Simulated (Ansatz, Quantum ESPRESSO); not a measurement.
## ErH3 (Fm-3m): zone-centre phonons

Wanted: the vibrations of ErH3 (Fm-3m) at Γ, by two programs.

Calculated with Quantum ESPRESSO 7.5; DFT PBEsol, scalar-relativistic, plane waves, PseudoDojo norm-conserving, 4f in core pseudopotentials.

## 1. The starting structure

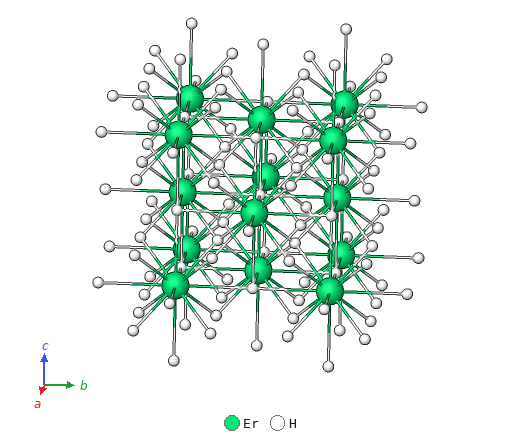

The cell as given, slightly off an axis (erbium green, hydrogen white). This picture shows the conventional cell, with its axes. Some periodic images of atoms are drawn too.

## 2. A probe with smearing

A cheap run with smearing and empty bands tells whether the crystal has a gap, which decides between fixed occupations and smearing later on.

The input, probe.in:

```
&control
   calculation = 'scf'
   prefix = 'x'
   outdir = './tmp'
   pseudo_dir = './pseudo'
   tprnfor = .true.
   tstress = .true.
   verbosity = 'high'
/
&system
   ibrav = 2
   celldm(1) = 9.62343029
   nat = 4
   ntyp = 2
   ecutwfc = 64.0
   input_dft = 'pbesol'
   occupations = 'smearing'
   smearing = 'gaussian'
   degauss = 0.01
/
&electrons
   conv_thr = 1.0d-07
   mixing_beta = 0.7
   electron_maxstep = 100
/
ATOMIC_SPECIES
 Er    167.2590  Er.upf
 H       1.0080  H.upf
ATOMIC_POSITIONS crystal
 Er     0.000000000   0.000000000   0.000000000
 H      0.250000000   0.250000000   0.250000000
 H      0.750000000   0.750000000   0.750000000
 H      0.500000000   0.500000000   0.500000000
K_POINTS automatic
 6 6 6 0 0 0
```

The run is started by

```sh
OMP_NUM_THREADS=1 mpirun -n 4 pw.x -nk 4 -in probe.in > probe.out
```

Output:

```text
[banners, grids, parts of the stress and lines that vanish by symmetry left out]
Program PWSCF v.7.5
     IMPORTANT: XC functional enforced from input :
     Exchange-correlation= PBESOL
                           (   1   4  10   8   0   0   0)
[...]
kinetic-energy cutoff     =      64.0000  Ry
     charge density cutoff     =     256.0000  Ry
     scf convergence threshold =      1.0E-07
[...]
Exchange-correlation= PBESOL
                           (   1   4  10   8   0   0   0)
[...]
48 Sym. Ops., with inversion, found
[...]
(     0          1          0      )
                  (     0          0          1      )
[...]
(  0.0000000  1.0000000  0.0000000 )
                  (  0.0000000  0.0000000  1.0000000 )
[...]
(     1          0         -1      )
[...]
(     0          1          0      )
[...]
( -1.0000000  0.0000000  0.0000000 )
                  (  0.0000000  1.0000000  0.0000000 )
[...]
number of k points=    16  Gaussian smearing, width (Ry)=  0.0100
[...]
End of self-consistent calculation
[...]
the Fermi energy is    11.5586 ev
!    total energy              =     -93.69990034 Ry
[...]
convergence has been achieved in   6 iterations
[...]
atom    1 type  1   force =     0.00000000    0.00000000    0.00000000
     atom    2 type  2   force =     0.00000000    0.00000000    0.00000000
     atom    3 type  2   force =     0.00000000    0.00000000    0.00000000
     atom    4 type  2   force =     0.00000000    0.00000000    0.00000000
[...]
Total force =     0.000000     Total SCF correction =     0.000000
[...]
total   stress  (Ry/bohr**3)                   (kbar)     P=      -47.07
[...]
XML data file, charge density, pseudopotentials, collected wavefunctions

   JOB DONE.
```

Run time: 2.1 s. Hardware: 4 MPI ranks of Arm Neoverse V1, shared host; 7.9 s of CPU time.

Numbers from this step:

| Property | Result |
| --- | --- |
| volume per atom | 8.254 Å³ |
| pressure | -4.707 GPa |
| gap on the k-mesh | 0 eV |

No gap opens on this mesh, so smearing is kept; the start stands at -4.7 GPa.

## 3. Relaxing the cell and atoms

The harmonic expansion starts where the forces on the atoms vanish, and stress shifts the frequencies, so cell and atoms are relaxed with tight thresholds.

The input, relax.in:

```
&control
   calculation = 'vc-relax'
   prefix = 'x'
   outdir = './tmp'
   pseudo_dir = './pseudo'
   tprnfor = .true.
   tstress = .true.
   forc_conv_thr = 2.0d-05
   etot_conv_thr = 1.0d-07
   nstep = 40
/
&system
   ibrav = 2
   celldm(1) = 9.62343029
   nat = 4
   ntyp = 2
   ecutwfc = 64.0
   input_dft = 'pbesol'
   occupations = 'smearing'
   smearing = 'mv'
   degauss = 0.02
/
&electrons
   conv_thr = 1.0d-11
   mixing_beta = 0.7
   electron_maxstep = 100
/
&ions
/
&cell
   press_conv_thr = 0.1
/
ATOMIC_SPECIES
 Er    167.2590  Er.upf
 H       1.0080  H.upf
ATOMIC_POSITIONS crystal
 Er     0.000000000   0.000000000   0.000000000
 H      0.250000000   0.250000000   0.250000000
 H      0.750000000   0.750000000   0.750000000
 H      0.500000000   0.500000000   0.500000000
K_POINTS automatic
 10 10 10 0 0 0
```

The run is started by

```sh
OMP_NUM_THREADS=1 mpirun -n 4 pw.x -nk 4 -in relax.in > relax.out
```

Output:

```text
[banners, grids, parts of the stress and lines that vanish by symmetry left out]
[banner, memory and clock lines left out]
Program PWSCF v.7.5

[...]
Exchange-correlation= PBESOL
                           (   1   4  10   8   0   0   0)
[...]
kinetic-energy cutoff     =      64.0000  Ry
     charge density cutoff     =     256.0000  Ry
     scf convergence threshold =      1.0E-11
[...]
energy convergence thresh.=      1.0E-07
     force convergence thresh. =      2.0E-05
     press convergence thresh. =      1.0E-01
     Exchange-correlation= PBESOL
                           (   1   4  10   8   0   0   0)
[...]
48 Sym. Ops., with inversion, found
[...]
number of k points=    47  Marzari-Vanderbilt smearing, width (Ry)=  0.0200
[...]
End of self-consistent calculation
[...]
the Fermi energy is    11.5144 ev
!    total energy              =     -93.70257314 Ry
[...]
convergence has been achieved in   8 iterations
[...]
atom    1 type  1   force =     0.00000000    0.00000000    0.00000000
     atom    2 type  2   force =     0.00000000    0.00000000   -0.00000000
     atom    3 type  2   force =    -0.00000000   -0.00000000    0.00000000
     atom    4 type  2   force =     0.00000000    0.00000000    0.00000000
     Total force =     0.000000     Total SCF correction =     0.000000
[...]
total   stress  (Ry/bohr**3)                   (kbar)     P=      -48.00
[...]
number of bfgs steps    =   0
[...]
CELL_PARAMETERS (alat=  9.62343029)
[...]
ATOMIC_POSITIONS (crystal)
Er               0.0000000000        0.0000000000        0.0000000000
H                0.2500000000        0.2500000000        0.2500000000
H                0.7500000000        0.7500000000        0.7500000000
H                0.5000000000        0.5000000000        0.5000000000
[...]
New effective cutoffs (rho, wfc):  260.00   65.05
[...]
End of self-consistent calculation
[...]
the Fermi energy is    11.8242 ev
!    total energy              =     -93.70391174 Ry
[...]
convergence has been achieved in   6 iterations
[...]
atom    1 type  1   force =     0.00000000    0.00000000   -0.00000000
     atom    2 type  2   force =     0.00000000    0.00000000    0.00000000
     atom    3 type  2   force =     0.00000000    0.00000000    0.00000000
     atom    4 type  2   force =     0.00000000    0.00000000    0.00000000
     Total force =     0.000000     Total SCF correction =     0.000000
[...]
total   stress  (Ry/bohr**3)                   (kbar)     P=      -24.35
[...]
number of bfgs steps    =   1
[...]
CELL_PARAMETERS (alat=  9.62343029)
[...]
ATOMIC_POSITIONS (crystal)
[...]
New effective cutoffs (rho, wfc):  264.31   66.13
[...]
End of self-consistent calculation
[...]
the Fermi energy is    12.1407 ev
!    total energy              =     -93.70432776 Ry
[...]
convergence has been achieved in   7 iterations
[...]
atom    1 type  1   force =     0.00000000    0.00000000    0.00000000
     atom    2 type  2   force =     0.00000000    0.00000000    0.00000000
     atom    3 type  2   force =     0.00000000    0.00000000   -0.00000000
     atom    4 type  2   force =    -0.00000000   -0.00000000   -0.00000000
     Total force =     0.000000     Total SCF correction =     0.000000
[...]
total   stress  (Ry/bohr**3)                   (kbar)     P=        1.78
[...]
number of bfgs steps    =   2
[...]
CELL_PARAMETERS (alat=  9.62343029)
[...]
ATOMIC_POSITIONS (crystal)
[...]
New effective cutoffs (rho, wfc):  264.02   66.06
[...]
End of self-consistent calculation
[...]
the Fermi energy is    12.1192 ev
!    total energy              =     -93.70432982 Ry
[...]
convergence has been achieved in   6 iterations
[...]
atom    1 type  1   force =     0.00000000    0.00000000    0.00000000
     atom    2 type  2   force =    -0.00000000   -0.00000000   -0.00000000
     atom    3 type  2   force =    -0.00000000    0.00000000    0.00000000
     atom    4 type  2   force =    -0.00000000   -0.00000000    0.00000000
     Total force =     0.000000     Total SCF correction =     0.000000
[...]
total   stress  (Ry/bohr**3)                   (kbar)     P=       -0.06
[...]
number of bfgs steps    =   3
[...]
small trust_radius: resetting bfgs history
[...]
CELL_PARAMETERS (alat=  9.62343029)
[...]
ATOMIC_POSITIONS (crystal)
[...]
New effective cutoffs (rho, wfc):  264.02   66.06
[...]
End of self-consistent calculation
[...]
the Fermi energy is    12.1196 ev
!    total energy              =     -93.70432982 Ry
[...]
convergence has been achieved in   4 iterations
[...]
atom    1 type  1   force =    -0.00000000   -0.00000000   -0.00000000
     atom    2 type  2   force =     0.00000000    0.00000000    0.00000000
     atom    3 type  2   force =     0.00000000    0.00000000    0.00000000
     atom    4 type  2   force =    -0.00000000    0.00000000    0.00000000
     Total force =     0.000000     Total SCF correction =     0.000000
[...]
total   stress  (Ry/bohr**3)                   (kbar)     P=       -0.03
[...]
bfgs converged in   5 scf cycles and   4 bfgs steps
[...]
End of BFGS Geometry Optimization
     Final enthalpy           =     -93.7043298198 Ry
     File ./tmp/x.bfgs deleted, as requested
[...]
CELL_PARAMETERS (alat=  9.62343029)
[...]
ATOMIC_POSITIONS (crystal)
[...]
H                0.7500000000        0.7500000000        0.7500000000
H                0.5000000000        0.5000000000        0.5000000000
[...]
Final scf calculation at the relaxed structure.
[...]
kinetic-energy cutoff     =      64.0000  Ry
     charge density cutoff     =     256.0000  Ry
     scf convergence threshold =      1.0E-13
[...]
press convergence thresh. =      1.0E-01
     Exchange-correlation= PBESOL
                           (   1   4  10   8   0   0   0)
[...]
48 Sym. Ops., with inversion, found
[...]
number of k points=    47  Marzari-Vanderbilt smearing, width (Ry)=  0.0200
[...]
End of self-consistent calculation
[...]
the Fermi energy is    12.1196 ev
!    total energy              =     -93.70425224 Ry
[...]
convergence has been achieved in   9 iterations
[...]
atom    1 type  1   force =     0.00000000    0.00000000   -0.00000000
     atom    2 type  2   force =     0.00000000    0.00000000    0.00000000
     atom    3 type  2   force =    -0.00000000   -0.00000000   -0.00000000
     atom    4 type  2   force =     0.00000000    0.00000000    0.00000000
     Total force =     0.000000     Total SCF correction =     0.000000
[...]
total   stress  (Ry/bohr**3)                   (kbar)     P=       -0.30
[...]
XML data file, charge density, pseudopotentials, collected wavefunctions
```

It took 22 s on 4 MPI ranks; 88 s of CPU time.

Relaxation path:

```tsv
step	energy less that of the first step (eV)	largest force (eV/Å)	pressure (GPa)	volume (Å³)
1	0.0000	0.0000	-4.80	33.02
2	-0.0182	0.0000	-2.44	32.22
3	-0.0239	0.0000	0.18	31.43
4	-0.0239	0.0000	-0.01	31.48
5	-0.0239	0.0000	0.00	31.48
6	-0.0228	0.0000	-0.03	31.48
```

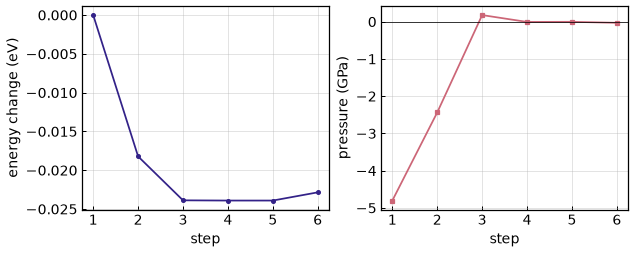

Energy and pressure along the relaxation.

```tsv
conventional cell, symmetrised	before	after	change
a (Å)	5.093	5.012	-1.6 %
b (Å)	5.093	5.012	-1.6 %
c (Å)	5.093	5.012	-1.6 %
volume (Å³/atom)	8.25	7.87	-4.7 %
```

The relaxed structure:

```
CELL_PARAMETERS angstrom
-2.50615 0.00000 2.50615
0.00000 2.50615 2.50615
-2.50615 2.50615 0.00000
ATOMIC_POSITIONS crystal
Er 0.00000 0.00000 0.00000
H 0.25000 0.25000 0.25000
H 0.75000 0.75000 0.75000
H 0.50000 0.50000 0.50000
```

The last row of the table of steps is pw.x's closing run on a basis chosen anew for the final cell, so its energy can jump.

Read from the output:

```yaml
volume_per_atom: 7.870 Å³
pressure: -0.03 GPa
```

The volume changes by -4.7 % from the cell with which this run began.

## 4. Ground state

Perturbation theory inherits every error of the wavefunctions, so the threshold is set near the limit of the arithmetic. Smearing stays on, as the first look found no gap above 0.3 eV.

The input, scf.in:

```
&control
   calculation = 'scf'
   prefix = 'x'
   outdir = './tmp'
   pseudo_dir = './pseudo'
   tprnfor = .true.
   tstress = .true.
/
&system
   ibrav = 2
   celldm(1) = 9.47186257
   nat = 4
   ntyp = 2
   ecutwfc = 64.0
   input_dft = 'pbesol'
   occupations = 'smearing'
   smearing = 'mv'
   degauss = 0.02
/
&electrons
   conv_thr = 1.0d-12
   mixing_beta = 0.7
   electron_maxstep = 100
/
ATOMIC_SPECIES
 Er    167.2590  Er.upf
 H       1.0080  H.upf
ATOMIC_POSITIONS crystal
 Er     0.000000000   0.000000000   0.000000000
 H      0.250000000   0.250000000   0.250000000
 H      0.750000000   0.750000000   0.750000000
 H      0.500000000   0.500000000   0.500000000
K_POINTS automatic
 12 12 12 0 0 0
```

The run is started by

```sh
OMP_NUM_THREADS=1 mpirun -n 4 pw.x -nk 4 -in scf.in > scf.out
```

Output:

```text
[banners, grids, parts of the stress and lines that vanish by symmetry left out]
[banner, memory and clock lines left out]
Program PWSCF v.7.5

[...]
Exchange-correlation= PBESOL
                           (   1   4  10   8   0   0   0)
[...]
kinetic-energy cutoff     =      64.0000  Ry
     charge density cutoff     =     256.0000  Ry
     scf convergence threshold =      1.0E-12
[...]
Exchange-correlation= PBESOL
                           (   1   4  10   8   0   0   0)
[...]
48 Sym. Ops., with inversion, found
[...]
number of k points=    72  Marzari-Vanderbilt smearing, width (Ry)=  0.0200
[...]
End of self-consistent calculation
[...]
the Fermi energy is    12.1141 ev
!    total energy              =     -93.70430547 Ry
[...]
convergence has been achieved in   9 iterations
[...]
atom    1 type  1   force =     0.00000000    0.00000000    0.00000000
     atom    2 type  2   force =     0.00000000    0.00000000    0.00000000
     atom    3 type  2   force =    -0.00000000   -0.00000000    0.00000000
     atom    4 type  2   force =     0.00000000    0.00000000    0.00000000
     Total force =     0.000000     Total SCF correction =     0.000000
[...]
total   stress  (Ry/bohr**3)                   (kbar)     P=       -0.40
[...]
XML data file, charge density, pseudopotentials, collected wavefunctions
```

Elapsed: 7.2 s, on 4 MPI ranks; 28 s of CPU time.

This step gave:

```yaml
pressure: -0.04 GPa
```

The cell stands at -0.04 GPa, close enough for phonons.

[end of part 1 of 3]

[Host names and launcher messages were left out of these logs when they were recorded.]

[Logs are printed without paths, hosts, clocks, repeated set-up lines and the standing remarks that a program may print on its own settings, such as how far it seeks lower states.]

[Hosts, paths, dates, database ids (printed as entryN), source tags and the programs' standing remarks are cut or masked in the printed files.]
